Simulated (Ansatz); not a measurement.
Band structure of GaAs (F-43m, 2 atoms in the cell).

```yaml
crystal:
  lattice:
    - [0.00000, 2.82500, 2.82500]
    - [2.82500, 0.00000, 2.82500]
    - [2.82500, 2.82500, 0.00000]
  atoms:
    - { symbol: Ga, position: [0.00000, 0.00000, 0.00000] }
    - { symbol: As, position: [0.25000, 0.25000, 0.25000] }
```

Computed with PBE (plane waves, PAW; Ansatz, an electronic-structure program).

Settings: kpoints.mp_grid.grid = 8 8 8; hamiltonian.xc = pbe; hamiltonian.pseudopotentials = {kind: paw} (the program's default PAW files); scf.occupations.method = fermi_dirac; scf.occupations.width = 0.01 eV; kpoints.band_path.npoints = 8.

The starting cell has typed, rounded lattice constants, without a prior relaxation at this level.

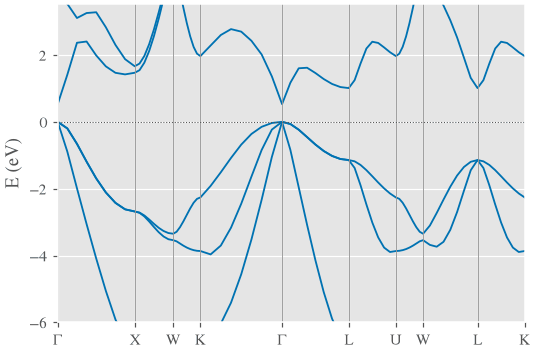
Bands along the path, energies from the top of the valence band on the path.

Read off roughly the gap and where its edges lie.

The gap along the path is about 0.5 eV (computed: 0.53 eV), direct at Γ to within 0.01 eV.

Levels in eV from the top of the valence band on the path, bands 11 to 17:
```tsv
point	11	12	13	14	15	16	17
Γ	-12.74	0.00	0.00	0.00	0.53	3.74	3.74
X	-10.23	-6.82	-2.68	-2.68	1.47	1.66	10.19
W	-10.17	-6.63	-3.54	-3.35	4.63	4.73	5.42
K	-10.27	-6.63	-3.86	-2.26	1.97	4.64	7.97
L	-10.97	-6.64	-1.14	-1.14	1.01	4.65	4.65
U	-10.27	-6.63	-3.86	-2.26	1.97	4.64	7.97
```

Keys are those of Ansatz 0.2.
